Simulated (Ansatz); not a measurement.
NOS (SMILES O=N[S-]) (charge −1)

Input file:

```
crystal:
  periodic: [false, false, false]
  atoms:
    - {symbol: N, position_ang: [1.323528, -0.116644, -3.273313]}
    - {symbol: O, position_ang: [1.842284, -0.937161, -2.516240]}
    - {symbol: S, position_ang: [-0.283373, -0.422032, -3.832488]}
basis:
  gaussian:
    orbitals: def2-TZVPD
total_charge: -1
hamiltonian:
  xc: {name: PBE0}
output: {forces: true, orbitals: {seedname: orbitals}}
```

Command:

```sh
ansatz run input.yaml --threads 2 --pin off --max-ram 4350MiB --events-out events.jsonl --progress --plain --runs-dir runs
```

Geometry: r2SCAN-D4/def2-TZVPD.

Level of theory: Ansatz, isolated molecule in a Gaussian basis; Kohn-Sham density functional theory, functional PBE0.

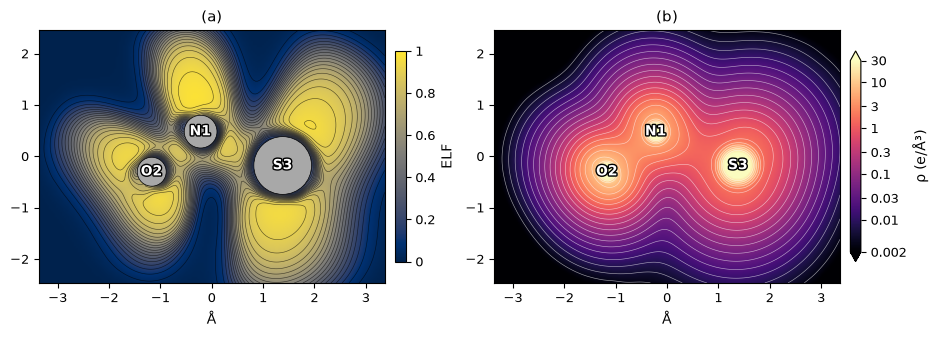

Figure 1. (a) ELF; (b) total electron density on the molecular plane. Grey discs cover the atomic cores in the ELF map.

Question: What do the fields say about this system?

Answer: The plane passes through N, O and S nuclei.
N–O (1.23 Å): ρ at the midpoint is about 3.4 e/Å³; the ELF peaks at about 0.85 between the atoms (localised, covalent bonding).
S–N (1.73 Å): ρ is about 1.4 e/Å³ halfway; the ELF peaks at about 0.90 between the atoms, as expected for a covalent bond.
The ELF also peaks beside S3, O2 and N1, away from the bonds: lone-pair regions.

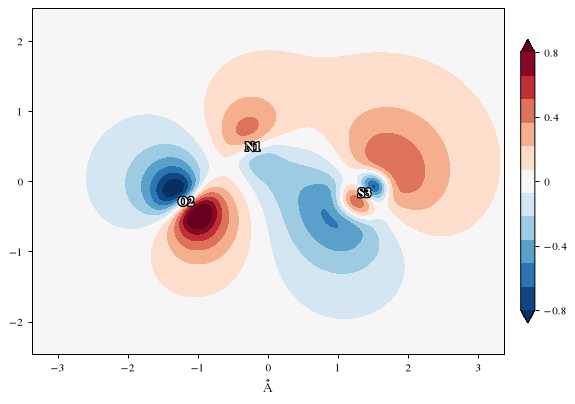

Figure 2. The HOMO−1 on the molecular plane (values in Å⁻³ᐟ²; the overall sign is arbitrary).

Question: Describe this orbital and give its energy.

Answer: It lies mainly on S3 (about 60 %), O2 (about 30 %) and N1 (about 10 %); it is symmetric in the molecular plane (an in-plane orbital: σ, lone-pair or in-plane π type). Its energy is −1.11 eV.
